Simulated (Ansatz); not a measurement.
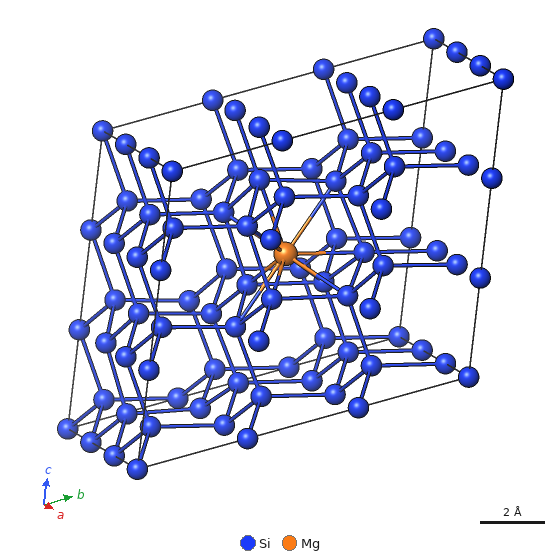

The image is a ball-and-stick drawing of a crystal, viewed slightly off an axis. The parallelepiped is the supercell. The host is Si, in a cell of 54 sites, and the cell is neutral.

What defect is present?

Answer. An interstitial magnesium atom. It is bonded to ten Si at about 2.5 to 2.8 Å.

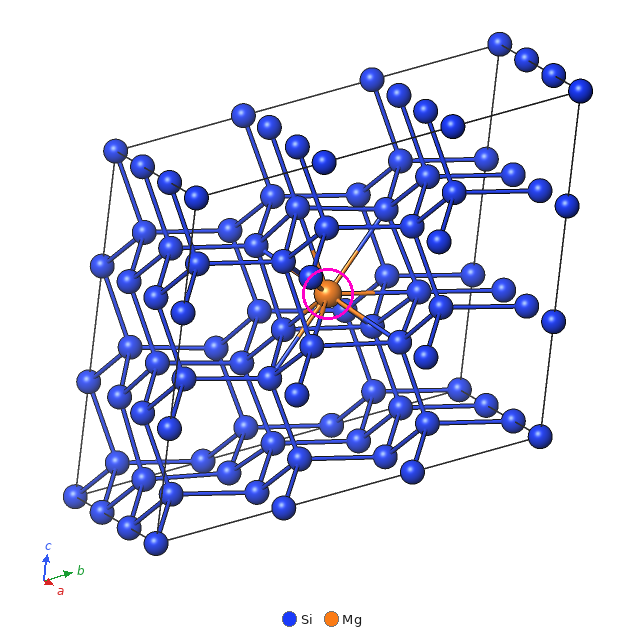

The same cell with a ring at the defect's site.

The atoms were relaxed in the host's cell with Ansatz, DFT PBE, scalar-relativistic, plane waves, PAW.
